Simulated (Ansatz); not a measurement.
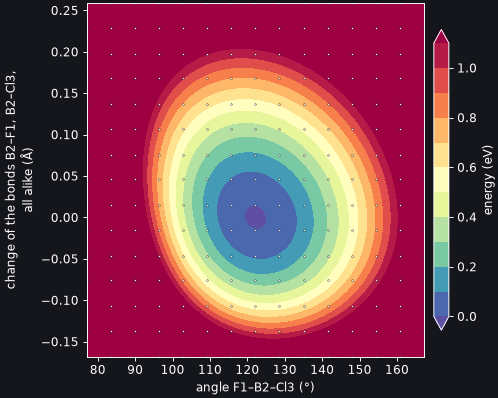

BClF, SMILES F[B]Cl, spin multiplicity 2. Coordinates scanned: (1) angle F1–B2–Cl3; (2) change of the bonds B2–F1, B2–Cl3, all alike. Nothing is relaxed (all other coordinates rigid). The scan uses a 15 × 15 grid. Points are written as (first, second). All energies are given in eV relative to the lowest grid point. Method: Ansatz, UKS wB97X-V/def2-SVP.

The picture shows filled contours, dots at the grid points, one colour for all values above the top of the scale. Between grid points the surface is interpolated.

Estimate the position of the minimum and the force constants in these coordinates.

Answer. The interpolated minimum is at angle F1–B2–Cl3 ≈ 122.1°, the second coordinate ≈ 0.000 Å. The curvatures there are about 6.2 eV/rad² and 78 eV/Å², with a cross term of about 2.8 eV/(rad·Å). Round the minimum the two coordinates are weakly coupled (coupling 0.13 in units of the two stiffnesses).
